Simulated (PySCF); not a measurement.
SMILES Nc1ccccc1[SiH3] at its GFN2-xTB optimised geometry (Å):

```
17

N     -1.7338    -1.6630     0.0732
C     -1.0243    -0.4817     0.0000
C     -1.7190     0.7291    -0.0023
C     -1.0424     1.9310    -0.0006
C      0.3431     1.9451    -0.0006
C      1.0322     0.7471     0.0000
C      0.3799    -0.4817     0.0000
Si     1.3756    -2.0782     0.0079
H     -1.2600    -2.4964    -0.2324
H     -2.7050    -1.6120    -0.1901
H     -2.8008     0.7135    -0.0034
H     -1.5964     2.8587    -0.0033
H      0.8791     2.8825    -0.0025
H      2.1134     0.7609    -0.0017
H      1.0429    -2.8825    -1.1810
H      2.8008    -1.7528    -0.0238
H      1.0692    -2.8785     1.1986
```

Calculation: PBE/def2-SVP run with PySCF.

Map of the LUMO amplitude (bohr^(-3/2)) on the plane z = 0.8 Å; orbital energy -1.06 eV, overall sign arbitrary:

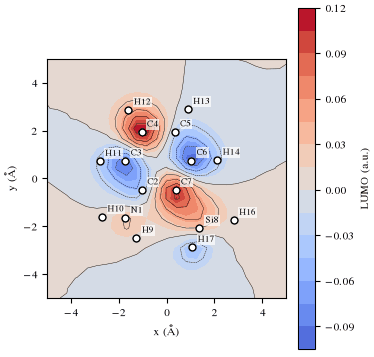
*LUMO amplitude (bohr^(-3/2)) on the plane z = 0.8 Å.*
